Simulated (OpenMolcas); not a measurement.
**AlPH6: excited-state calculation (part 4 of 4)**

Continued. System: AlPH6, SMILES [AlH3-][PH3+]. Method: MC-PDFT (tOPBE)/ANO-R1, sfX2C (OpenMolcas 26.06). The geometry comes from this level: GFN2-xTB.

Geometry of the input (Å):
```
Al 0.0000  0.0000  0.0000
P  0.0000  0.0000  2.5307
H  1.5587  0.0000  -0.1697
H  -0.7840  -1.3495  -0.1577
H  -0.7818  1.3508  -0.1561
H  -0.6005  1.0134  3.2543
H  1.1643  0.0138  3.2771
H  -0.5860  -1.0187  3.2579
```

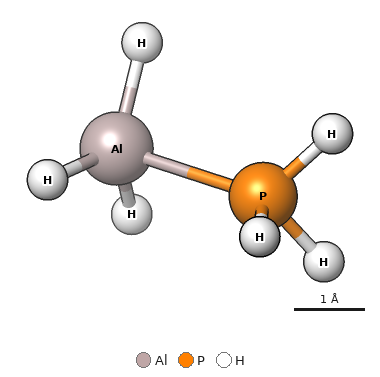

Fig. 1: The structure (ball-and-stick view, seen at a tilt). Sticks mark near contacts.

Output, continued
```
      Integrated total density:                                                 34.000
      Integrated alpha density before functional transformation:                17.000
      Integrated  beta density before functional transformation:                17.000
      Integrated alpha density  after functional transformation:                18.018
      Integrated  beta density  after functional transformation:                15.983
      Integrated alpha tau     before functional transformation:                 0.000
      Integrated  beta tau     before functional transformation:                 0.000
      Integrated alpha tau      after functional transformation:                 0.000
      Integrated  beta tau      after functional transformation:                 0.000
      NOTE:
      Densities after transformation are intermediate quantities
      and should not be interpreted as real spin densities

      Exchange energy scaling factor                                          1.000000
      Correlation energy scaling factor                                       1.000000

      Integrated alpha exchange energy                                      -21.736812
      Integrated beta  exchange energy                                      -21.106165
      Integrated  correlation   energy                                       -1.164246

      Nuclear Repulsion energy                                             87.35654613
      CASSCF contribution energy                                         -544.21366122
      On-top energy                                                       -44.00722302

      Information for hybrid PDFT:
      Wave function percentage (Lambda*100)                                      25.00
      Wave function energy                                               -146.76297425
      PDFT energy                                                        -441.16566318

      Total MCPDFT energy for state   5                                  -587.92863743
--

++    CMS-PDFT INTERMEDIATE STATE 0006
      --------------------------------

      MCSCF reference energy                                             -587.05189989

      Integrated total density:                                                 34.000
      Integrated alpha density before functional transformation:                17.000
      Integrated  beta density before functional transformation:                17.000
      Integrated alpha density  after functional transformation:                18.018
      Integrated  beta density  after functional transformation:                15.982
      Integrated alpha tau     before functional transformation:                 0.000
      Integrated  beta tau     before functional transformation:                 0.000
      Integrated alpha tau      after functional transformation:                 0.000
      Integrated  beta tau      after functional transformation:                 0.000
      NOTE:
      Densities after transformation are intermediate quantities
      and should not be interpreted as real spin densities

      Exchange energy scaling factor                                          1.000000
      Correlation energy scaling factor                                       1.000000

      Integrated alpha exchange energy                                      -21.736788
      Integrated beta  exchange energy                                      -21.106200
      Integrated  correlation   energy                                       -1.164234

      Nuclear Repulsion energy                                             87.35654613
      CASSCF contribution energy                                         -544.21361980
      On-top energy                                                       -44.00722160

      Information for hybrid PDFT:
      Wave function percentage (Lambda*100)                                      25.00
      Wave function energy                                               -146.76297497
      PDFT energy                                                        -441.16563104

      Total MCPDFT energy for state   6                                  -587.92860602
--

++       CMS-PDFT FINAL RESULTS
      -------------------------

      Hybrid CMS-PDFT Effective Hamiltonian
      (diagonal values increased by   580.00 hartree)
       -7.928847  0.000972  0.000024  0.031811  0.007475 -0.007407
        0.000972 -7.959582  0.000072  0.032704 -0.005616  0.005639
        0.000024  0.000072 -7.960403 -0.000221  0.003193  0.003176
        0.031811  0.032704 -0.000221 -8.219462  0.024111 -0.024289
        0.007475 -0.005616  0.003193  0.024111 -7.928637 -0.008188
       -0.007407  0.005639  0.003176 -0.024289 -0.008188 -7.928606

::    MSPDFT root number  1 Total energy:   -588.23049260
::    MSPDFT root number  2 Total energy:   -587.96123309
::    MSPDFT root number  3 Total energy:   -587.95727466
::    MSPDFT root number  4 Total energy:   -587.93598013
::    MSPDFT root number  5 Total energy:   -587.93411827
::    MSPDFT root number  6 Total energy:   -587.90643782

      Hybrid CMS-PDFT Eigenvectors:

      Intermediate-state Basis
       Root    1      Root    2      Root    3      Root    4      Root    5      Root    6
        0.099364       0.002153       0.220439      -0.019543      -0.777372       0.580379
        0.121326      -0.010130      -0.954779      -0.007027      -0.270381      -0.020483
       -0.000841       0.983369      -0.010442       0.181247      -0.005043      -0.000189
       -0.981693      -0.001937      -0.113695      -0.001829      -0.049847       0.144434
        0.076137      -0.129101      -0.114493       0.705425       0.382059       0.566422
       -0.076738      -0.127309       0.116877       0.684902      -0.417262      -0.566609

      Reference-state Basis
       Root    1      Root    2      Root    3      Root    4      Root    5      Root    6
       -0.999986      -0.000118      -0.004708       0.000030       0.001899       0.001388
        0.004878      -0.013691      -0.984898       0.004732       0.164252      -0.052568
       -0.000043       0.963373      -0.013133      -0.267685       0.009154      -0.000342
       -0.000795      -0.001448      -0.171067      -0.030186      -0.969303       0.173991
       -0.000039       0.267810      -0.004062       0.963010      -0.029540       0.000742
        0.001813      -0.000343      -0.022378       0.004774       0.180311       0.983342
--

--- Stop Module: mcpdft /rc=_RC_ALL_IS_WELL_ ---
--- Module mcpdft spent 3 seconds ---

.##################.
.# Happy landing! #.
.##################.

    Timing: Wall=8.83 User=7.95 System=0.85
```

Summary

```json
{"quantity": "outcome", "value": "converged"}
{"quantity": "total energy", "value": "−588.230493 hartree"}
{"quantity": "basis functions", "value": "66"}
{"quantity": "hardware", "value": "1 thread of Intel Xeon (Granite Rapids), 16 GiB of memory available, shared host"}
{"quantity": "wall time", "value": "9 s"}
{"quantity": "peak memory", "value": "0.41 GiB"}
```
